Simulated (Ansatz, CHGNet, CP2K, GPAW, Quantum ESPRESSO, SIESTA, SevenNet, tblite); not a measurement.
## Quantum ESPRESSO on random packing of 26Ag2S-74GeS2 (mol %) (81 atoms): settings against a plane-wave reference

Aim: run random packing of 26Ag2S-74GeS2 (mol %) (81 atoms) in Quantum ESPRESSO and see how near its forces come to a plane-wave reference, and at what cost.

Calculated with Quantum ESPRESSO 7.5; the method is named at each step.

## 1. The structure

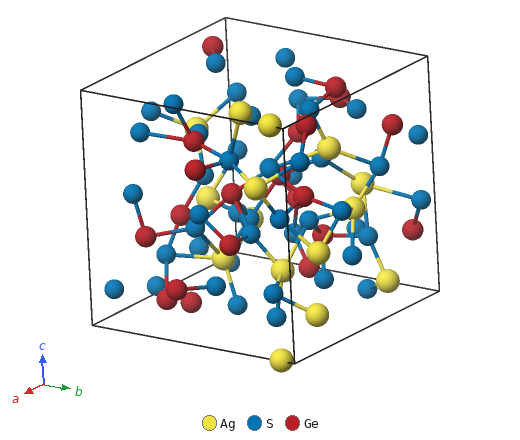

The cell as given, slightly off an axis (silver yellow, sulfur blue, germanium red). Bonds to atoms that aren't drawn are left out. Some periodic images of atoms are drawn too.

The cell holds 81 atoms: 14 Ag, 47 S and 20 Ge. Its edges and angles: a = 12.404 Å, b = 12.404 Å, c = 12.404 Å, α = 90.0°, β = 90.0°, γ = 90.0°. 81 atoms (14 Ag, 47 S, 20 Ge) packed at random in a cube at 3.89 g/cm³ and pushed apart as soft spheres, cations and anions kept from their own kind; a start for melting by ab initio MD, not an equilibrated structure. Then every atom was moved at random, 0.03 Å r.m.s. a Cartesian component.

The yardstick, on the same geometry:

| Property | Result |
| --- | --- |
| method | Kohn-Sham DFT, PBE, PAW, plane waves (Ansatz 0.2.0); cutoff 420 eV, Γ point, fermi-dirac smearing of 0.05 eV; PAW set soft_2 |
| r.m.s. force component | 0.7391 eV/Å |
| longest force | 3.129 eV/Å |
| pressure | -0.6663 GPa |
| SCF cycles | 11 |
| time | 24 s on 8 threads of Arm Neoverse V1, shared host |
| CPU time | 3 min |

## 2. PBE, sssp-1.3.0-efficiency, 45/360 Ry

Method: Kohn-Sham DFT, PBE, SSSP efficiency 1.3.0 pseudopotentials, plane waves.

pw.in

```
&control
  calculation = 'scf'
  pseudo_dir = './pseudo'
  outdir = './tmp'
  disk_io = 'none'
  tprnfor = .true.
  tstress = .true.
/
&system
  ibrav = 0
  nat = 81
  ntyp = 3
  ecutwfc = 45
  ecutrho = 360
  nosym = .true.
  occupations = 'smearing'
  smearing = 'fd'
  degauss = 0.003675
/
&electrons
  conv_thr = 4.0e-07
  electron_maxstep = 100
  mixing_beta = 0.4
  mixing_mode = 'plain'
  diagonalization = 'david'
/
ATOMIC_SPECIES
Ag 107.868 Ag.upf
S 32.060 S.upf
Ge 72.630 Ge.upf
CELL_PARAMETERS angstrom
12.40390 0.00000 0.00000
0.00000 12.40390 0.00000
0.00000 0.00000 12.40390
ATOMIC_POSITIONS crystal
Ag 0.56955 0.35351 0.20987
Ag 0.23207 0.91687 0.10147
Ag 0.73739 0.93053 0.11540
Ag 0.66758 0.71750 0.24727
Ag 0.91867 0.78898 0.68631
Ag 0.98339 0.92347 0.99713
Ag 0.40336 0.89021 0.45828
Ag 0.86555 0.69314 0.97578
Ag 0.42560 0.79971 0.70706
Ag 0.43709 0.15292 0.68766
Ag 0.06548 0.13027 0.18578
Ag 0.75864 0.96768 0.39205
Ag 0.27899 0.07476 0.33068
Ag 0.13722 0.74536 0.45768
S 0.90012 0.04459 0.13050
S 0.05233 0.64015 0.22460
S 0.85910 0.18218 0.80721
S 0.02623 0.95244 0.66543
S 0.30140 0.40550 0.52127
S 0.82320 0.49601 0.19337
S 0.59880 0.43300 0.03321
S 0.15178 0.75362 0.01623
S 0.58170 0.02103 0.04171
S 0.02129 0.35998 0.71878
S 0.34159 0.26725 0.31946
S 0.80825 0.81906 0.52626
S 0.56165 0.02194 0.77907
S 0.74426 0.34900 0.39268
S 0.13081 0.06083 0.00938
S 0.40291 0.40276 0.77219
S 0.80040 0.92850 0.78401
S 0.49528 0.22130 0.51891
S 0.82622 0.59495 0.74442
S 0.88669 0.15168 0.54929
S 0.46685 0.71283 0.39884
S 0.19428 0.17144 0.52456
S 0.91514 0.49788 0.52601
S 0.42842 0.25824 0.98154
S 0.84760 0.79889 0.21758
S 0.31027 0.67410 0.60990
S 0.11397 0.71676 0.76378
S 0.22196 0.20302 0.78380
S 0.01024 0.30413 0.38211
S 0.49862 0.76684 0.88742
S 0.62118 0.99323 0.53225
S 0.69231 0.15863 0.23272
S 0.51087 0.95275 0.30204
S 0.64737 0.31650 0.75846
S 0.68232 0.68617 0.04900
S 0.42910 0.74508 0.14181
S 0.58646 0.62061 0.63843
S 0.72262 0.60811 0.40248
S 0.14731 0.39826 0.93959
S 0.88926 0.37828 0.96887
S 0.51111 0.44970 0.37691
S 0.27911 0.93932 0.60762
[... 21 atom lines left out ...]
Ge 0.59713 0.20138 0.00621
Ge 0.31807 0.66788 0.28330
Ge 0.99903 0.55181 0.75053
Ge 0.64804 0.46822 0.52835
K_POINTS gamma
```

The run is started by

```bash
OMP_NUM_THREADS=1 mpirun -np 4 pw.x -in pw.in > output.txt
```

The program printed:

```text
Program PWSCF
     gamma-point specific algorithms are used
     one sub-group per band group will be used
     scalapack distributed-memory algorithm (size of sub-group:  2*  2 procs)
     Parallelization info
     sticks:   dense  smooth     PW     G-vecs:    dense   smooth      PW
     Min        3933    1966    491               371414   131346   16424
     Max        3936    1968    494               371420   131351   16426
     Sum       15737    7869   1969              1485669   525393   65699
     bravais-lattice index     =            0
     lattice parameter (alat)  =      23.4400  a.u.
     unit-cell volume          =   12878.6805 (a.u.)^3
     number of atoms/cell      =           81
     number of atomic types    =            3
     number of electrons       =       828.00
     number of Kohn-Sham states=          497
     kinetic-energy cutoff     =      45.0000  Ry
     charge density cutoff     =     360.0000  Ry
     scf convergence threshold =      4.0E-07
     mixing beta               =       0.4000
     number of iterations used =            8  plain     mixing
     Exchange-correlation=  SLA  PW   PBX  PBC
                           (   1   4   3   4   0   0   0)
     crystal axes: (cart. coord. in units of alat)
               a(1) = (   1.000000   0.000000   0.000000 )
               a(2) = (   0.000000   1.000000   0.000000 )
               a(3) = (   0.000000   0.000000   1.000000 )
     reciprocal axes: (cart. coord. in units 2 pi/alat)
               b(1) = (  1.000000  0.000000  0.000000 )
               b(2) = (  0.000000  1.000000  0.000000 )
               b(3) = (  0.000000  0.000000  1.000000 )
     PseudoPot. # 1 for Ag:
     Pseudo is Norm-conserving, Zval = 19.0
     PseudoPot. # 2 for S :
     Pseudo is Ultrasoft + core correction, Zval =  6.0
     PseudoPot. # 3 for Ge:
     Pseudo is Ultrasoft + core correction, Zval = 14.0
     atomic species   valence    mass     pseudopotential
     Ag               19.00   107.86800     Ag( 1.00)
     S                 6.00    32.06000     S ( 1.00)
     Ge               14.00    72.63000     Ge( 1.00)
     No symmetry found
   Cartesian axes
     number of k points=     1  Fermi-Dirac smearing, width (Ry)=  0.0037
                       cart. coord. in units 2pi/alat
        k(    1) = (   0.0000000   0.0000000   0.0000000), wk =   2.0000000
     Dense  grid:   742835 G-vectors     FFT dimensions: ( 144, 144, 144)
     Smooth grid:   262697 G-vectors     FFT dimensions: ( 108, 108, 108)
     Initial potential from superposition of free atoms
     starting charge     827.9767, renormalised to     828.0000
     Starting wfcs are  508 randomized atomic wfcs
     Self-consistent Calculation
     iteration #  1     ecut=    45.00 Ry     beta= 0.40
     Threshold (ethr) on eigenvalues was too large:
     Diagonalizing with lowered threshold
     total energy              =   -9423.46229888 Ry
     estimated scf accuracy    <       5.53848898 Ry
     iteration #  2     ecut=    45.00 Ry     beta= 0.40
     total energy              =   -9421.08799643 Ry
     estimated scf accuracy    <      45.85945193 Ry
     iteration #  3     ecut=    45.00 Ry     beta= 0.40
     total energy              =   -9424.02825186 Ry
     estimated scf accuracy    <      22.23653111 Ry
     iteration #  4     ecut=    45.00 Ry     beta= 0.40
     total energy              =   -9425.01515289 Ry
     estimated scf accuracy    <       5.07154186 Ry
     iteration #  5     ecut=    45.00 Ry     beta= 0.40
     total energy              =   -9425.20019456 Ry
     estimated scf accuracy    <       2.49172695 Ry
     iteration #  6     ecut=    45.00 Ry     beta= 0.40
     total energy              =   -9425.28050108 Ry
     estimated scf accuracy    <       1.70587918 Ry
[...]
total energy              =   -9425.38424214 Ry
[...]
iteration # 45     ecut=    45.00 Ry     beta= 0.40
     total energy              =   -9425.38424219 Ry
     estimated scf accuracy    <       0.00000048 Ry
     iteration # 46     ecut=    45.00 Ry     beta= 0.40
     total energy              =   -9425.38424220 Ry
     estimated scf accuracy    <       0.00000046 Ry
     iteration # 47     ecut=    45.00 Ry     beta= 0.40
     End of self-consistent calculation
          k = 0.0000 0.0000 0.0000 ( 32850 PWs)   bands (ev):
   -86.2349 -85.7733 -85.6192 -85.6117 -85.4975 -85.4855 -85.4798 -85.3940
   -85.3759 -85.3498 -85.2151 -85.1379 -85.1023 -85.0398 -49.7848 -49.7103
   -49.5534 -49.2955 -49.2336 -49.1701 -49.1552 -49.1205 -49.0515 -49.0457
   -49.0425 -49.0010 -48.9942 -48.9873 -48.9665 -48.9574 -48.9494 -48.9410
   -48.8992 -48.8956 -48.8893 -48.8858 -48.8713 -48.8562 -48.8434 -48.8406
   -48.8345 -48.7613 -48.7592 -48.7495 -48.7094 -48.6952 -48.6743 -48.5874
[...]
9.9688  10.0184  10.0705  10.0993  10.1255  10.2541  10.3034  10.4210
    10.5288  10.6278  10.6410  10.6859  10.7870  10.9410  10.9896  11.0225
    11.0734  11.1488  11.1549  11.2902  11.2978  11.3260  11.3943  11.5087
    11.5597
     the Fermi energy is     6.0548 ev
!    total energy              =   -9425.38424198 Ry
     estimated scf accuracy    <       0.00000028 Ry
     smearing contrib. (-TS)   =      -0.04213034 Ry
     internal energy E=F+TS    =   -9425.34211164 Ry
     The total energy is F=E-TS. E is the sum of the following terms:
     one-electron contribution =   -6977.28640728 Ry
     hartree contribution      =    3890.26409364 Ry
     xc contribution           =   -1936.25071476 Ry
     ewald contribution        =   -4402.06908325 Ry
     convergence has been achieved in  47 iterations
     Forces acting on atoms (cartesian axes, Ry/au):
     atom    1 type  1   force =     0.00476734    0.00693370    0.00358907
     atom    2 type  1   force =     0.00612929   -0.00877731   -0.00935858
     atom    3 type  1   force =    -0.01344535   -0.01098077   -0.00300593
     atom    4 type  1   force =    -0.03007261   -0.00100443   -0.01012267
     atom    5 type  1   force =     0.02639670   -0.00852300    0.02356870
     atom    6 type  1   force =    -0.00676000   -0.02749503   -0.02117156
[...]
atom   79 type  3   force =     0.05485722    0.01183394   -0.04214805
     atom   80 type  3   force =     0.06402342    0.01499688   -0.01316645
     atom   81 type  3   force =     0.01320239   -0.01574855   -0.03888893
     Total force =     0.447738     Total SCF correction =     0.002493
     Computing stress (Cartesian axis) and pressure
          total   stress  (Ry/bohr**3)                   (kbar)     P=       -9.21
   0.00001233   0.00003083  -0.00007603            1.81        4.54      -11.18
   0.00003083  -0.00011925  -0.00000297            4.54      -17.54       -0.44
  -0.00007603  -0.00000297  -0.00008091          -11.18       -0.44      -11.90
     Message from routine punch:
     Nothing written, as per user request (disk_io='none')
```

The job ended after 19 min (4 MPI ranks of Arm Neoverse V1, shared host; peak memory 5.2 GiB).

Banners, paths, timers and routine set-up lines are dropped from the logs unmarked, and long logs keep their key lines alone; longer cuts are marked.

Numbers from this run, and their distance from the reference:

```yaml
r_m_s_force_component: 0.7385 eV/Å
r_m_s_difference_of_force_components: 10.9 meV/Å
longest_difference_of_force_vectors: 46.75 meV/Å
force_difference_over_r_m_s_force: 1.475 %
slope_of_forces_against_the_reference_s: 0.9991
correlation_of_force_components: 0.9999
pressure: -0.921 GPa
pressure_difference: -0.2547 GPa
```

Length of the force difference by element (eV/Å):

```
element  atoms   mean   most
     Ag     14  0.018  0.029
     Ge     20  0.012  0.025
      S     47  0.017  0.047
```

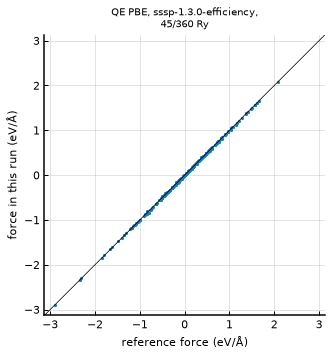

Force components against those of the reference; the line marks equality.

A closer look about S19, which bears the longest force: 9 atoms, nearest first, numbered in the order of the input, with positions taken from that point.

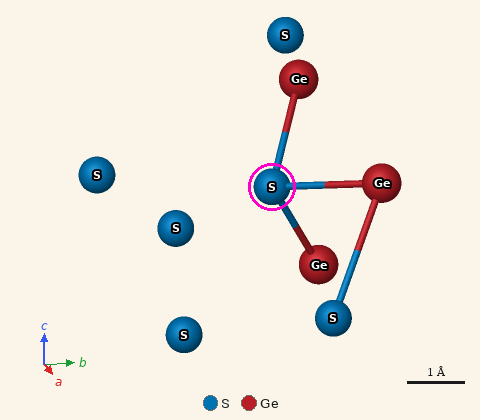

The atoms of the table, within 3.4 Å (arrows a, b, c point along x, y, z); some may hide others; the central atom is ringed.

```
atom      x      y      z  distance (Å)  bonds     Fx     Fy  Fz (eV/Å)
 S19   0.00   0.00   0.00          0.00      3  -0.06  -2.89       1.17
Ge72  -0.83   1.03  -1.70          2.15      2  -1.48   0.96      -2.34
Ge76   1.42   1.69   0.33          2.23      3   2.07   1.38       0.50
Ge67  -1.48   0.81   1.56          2.30      2   0.32   0.37       1.37
 S25   0.50  -1.71  -2.50          3.07      1   0.53  -0.16      -0.01
 S36  -1.33  -2.90   0.04          3.19      1   0.40  -0.39      -0.16
 S55   2.60   0.55  -1.79          3.21      2  -0.09   0.61       0.83
 S32   2.40  -2.28  -0.03          3.32      2   0.17   0.19      -0.85
 S30   1.26  -0.03   3.11          3.36      0   0.02  -0.38      -0.88
```

Forces lie 1.5 % from the reference's, at 25 times its CPU time (on 4 against 8 cores).

## 3. Summary of results

* force difference from the reference: QE PBE, sssp-1.3.0-efficiency, 45/360 Ry, 1.5 %
* its CPU time: 75 min

What this shows: PBE on plane waves or a grid with other potentials, cutoffs or grids differs from the reference by 1.5 % (QE PBE, sssp-1.3.0-efficiency, 45/360 Ry) of the r.m.s. force; this holds the reference's own error, so differences of a few per cent don't tell which side is nearer the exact PBE result (QE's 45 Ry are 612 eV, against the reference's 420 eV). The electronic-structure runs sample only Γ, in a cell whose shortest periodic width is 12 Å, which is coarse for a cell with partly filled levels.

[Also dropped from logs without a mark: logging warnings of Python, and SIESTA's first energy breakdown and zero terms.]

[Logs are printed without paths, hosts, clocks, repeated set-up lines and the standing remarks that a program may print on its own settings, such as how far it seeks lower states.]

[Hosts, paths, dates, database ids (printed as entryN), source tags and the programs' standing remarks are cut or masked in the printed files.]
